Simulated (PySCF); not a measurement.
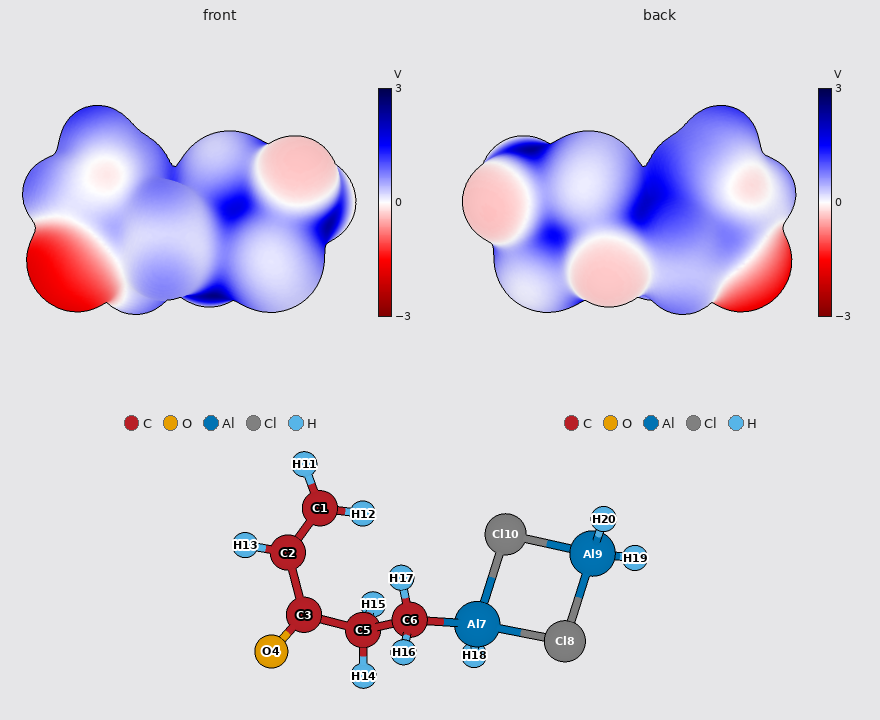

Figure. C5H10Al2Cl2O (SMILES C=CC(=O)C[CH2][AlH-]1[Cl+][AlH2-][Cl+]1). The electrostatic potential painted on the density surface at 0.002 e/bohr³, seen from the front and from behind; red is negative and blue positive. The bare structure is drawn below in the same view.

Geometry: GFN2-xTB.

Computed with PBE0/pcSseg-1, SCF density, gas phase, non-relativistic (PySCF 2.14.0).

```xyz
20

C    -2.5466    0.2551    1.0347
C    -2.9912   -0.2773   -0.0958
C    -2.2247   -0.4426   -1.3526
O    -2.7332   -0.9671   -2.3196
C    -0.7870    0.0110   -1.3567
C     0.0968   -1.0731   -0.6857
Al    1.6955    0.0808   -0.4799
Cl    3.6863   -0.7737   -0.1743
Al    3.7600    0.0431    1.8588
Cl    1.7700    0.8743    1.6081
H    -3.1832    0.3357    1.9004
H    -1.5415    0.6276    1.1549
H    -4.0094   -0.6383   -0.1676
H    -0.4599    0.1539   -2.3883
H    -0.6761    0.9694   -0.8372
H     0.1217   -1.9502   -1.3403
H    -0.3950   -1.4147    0.2356
H     1.9211    1.3378   -1.3427
H     4.8016    1.1774    1.8997
H     3.6894   -1.1379    2.8455
```

**Which sites attract a positive test charge, and which a negative one?**

A positive charge is drawn to the negative regions and a negative charge to the positive ones. The most negative region (about −1.7 V) lies over O4, the most positive (about +2.3 V) over Al7 and Al9. O4 is the likeliest acceptor of a hydrogen bond.
